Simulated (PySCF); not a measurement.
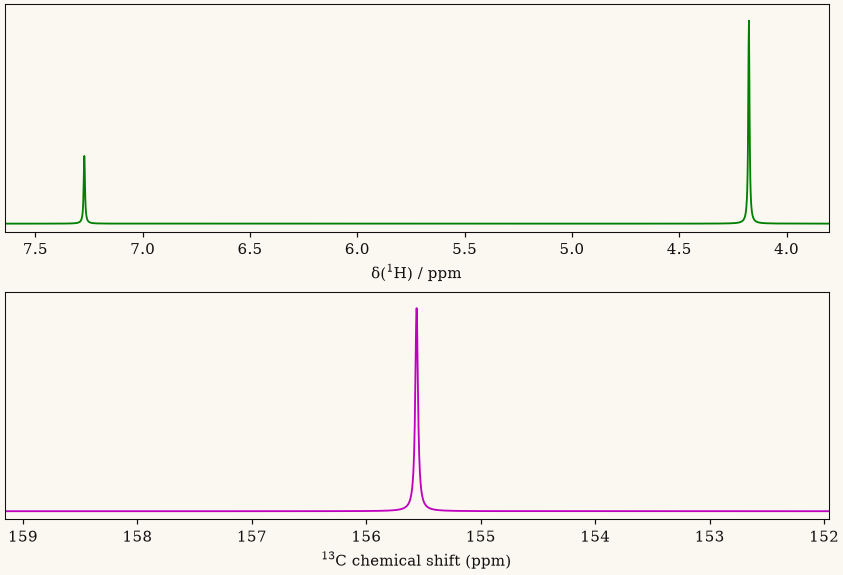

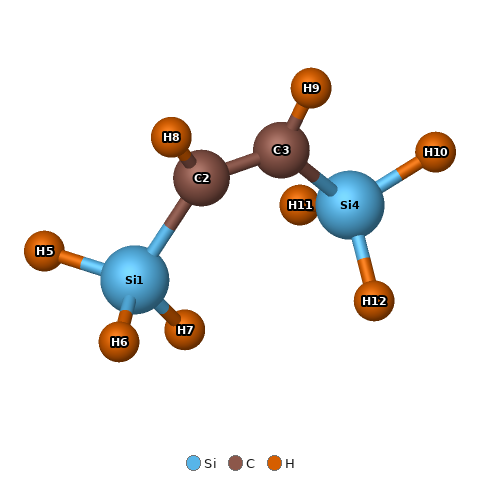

Spectrum and numbered structure of C₂H₈Si₂, SMILES [SiH3]/C=C\[SiH3]. GIAO shifts, PBE0/pcSseg-1 (IEF-PCM acetone) with PySCF 2.14.0, at a PBE0-D3(BJ)/def2-SVP geometry (no frequency check), against TMS for ¹H and TMS for ¹³C computed at the same level. fully decoupled, line heights follow the number of nuclei, widths are arbitrary (no quadrupolar broadening); values of one conformer, averaged over nuclei that symmetry or rotation about single bonds exchange, these motions taken as fast.

> Which atoms give which ¹H line?

| δ (ppm) | nuclei | atoms |
| --- | --- | --- |
| 7.27 | 2 | H8, H9 |
| 4.18 | 6 | H5, H6, H7, H10, H11, H12 |

> Where does the ¹³C line lie?

At 155.6 ppm (C2 and C3).
